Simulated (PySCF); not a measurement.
Breaking a bond: SMILES F[SiH3], singlet. The Si1–H5 bond (Si1 also carries F, H, H; H5 carries nothing else) is stretched with both fragments frozen at the PBE0/def2-TZVP optimised geometry.

```
5

Si     0.0000     0.0000     0.0000
F     -1.3337    -0.7262    -0.5036
H      0.0000     1.3871    -0.5210
H      1.1652    -0.7525    -0.5209
H      0.0000     0.0000     1.4817
```

Computed with: UKS-CAM-B3LYP = unrestricted CAM-B3LYP/6-31G run with PySCF; RKS-CAM-B3LYP = restricted CAM-B3LYP/6-31G (PySCF); RHF/6-31G (PySCF); NEVPT2 = PySCF with SC-NEVPT2 on CASSCF(2,2)/6-31G, all electrons correlated.

Energies are in kcal/mol, each relative to the lowest point of its own curve near equilibrium.

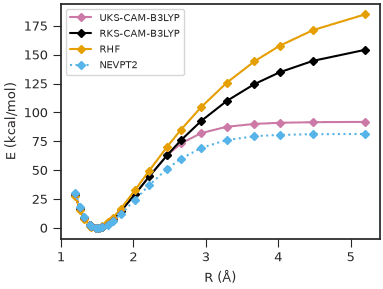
*Energy against bond length for each method.*

| R / Å | UKS-CAM-B3LYP | RKS-CAM-B3LYP | RHF | NEVPT2 |
|---|---|---|---|---|
| 1.20 | 28.3 | 28.3 | 27.9 | 30.6 |
| 1.26 | 16.3 | 16.3 | 15.8 | 18.1 |
| 1.32 | 8.2 | 8.2 | 7.8 | 9.6 |
| 1.40 | 2.1 | 2.1 | 1.8 | 2.9 |
| 1.42 | 1.3 | 1.3 | 1.0 | 1.9 |
| 1.48 | 0.0 | 0.0 | 0.0 | 0.2 |
| 1.52 | 0.1 | 0.1 | 0.2 | 0.0 |
| 1.57 | 1.0 | 1.0 | 1.4 | 0.5 |
| 1.65 | 3.9 | 3.9 | 4.8 | 2.8 |
| 1.72 | 7.6 | 7.6 | 8.9 | 5.9 |
| 1.83 | 14.7 | 14.7 | 16.8 | 12.0 |
| 2.02 | 28.9 | 28.9 | 32.5 | 24.2 |
| 2.22 | 44.6 | 44.6 | 49.7 | 37.1 |
| 2.47 | 63.1 | 63.2 | 70.5 | 51.3 |
| 2.66 | 73.3 | 76.1 | 85.2 | 60.0 |
| 2.94 | 82.2 | 92.8 | 104.8 | 69.4 |
| 3.29 | 87.6 | 109.9 | 125.7 | 76.1 |
| 3.67 | 90.0 | 124.5 | 144.1 | 79.4 |
| 4.02 | 91.0 | 134.7 | 157.7 | 80.6 |
| 4.48 | 91.6 | 144.6 | 171.3 | 81.1 |
| 5.20 | 91.8 | 154.2 | 184.9 | 81.4 |

At the longest distance, 5.20 Å, RHF lies highest above its minimum (184.9 kcal/mol) and NEVPT2 lowest (81.4 kcal/mol).

The unrestricted determinant behind UKS-CAM-B3LYP is spin-contaminated at 2.47 to 5.20 Å (<S²> up to 1.0, against 0.00 for a pure singlet). At the longest distance RKS-CAM-B3LYP leaves fractional charges on the fragments, a sign of delocalisation error or of the restricted form. The restricted form behind RKS-CAM-B3LYP, RHF keeps the bonding electrons paired and can't separate into open-shell fragments.
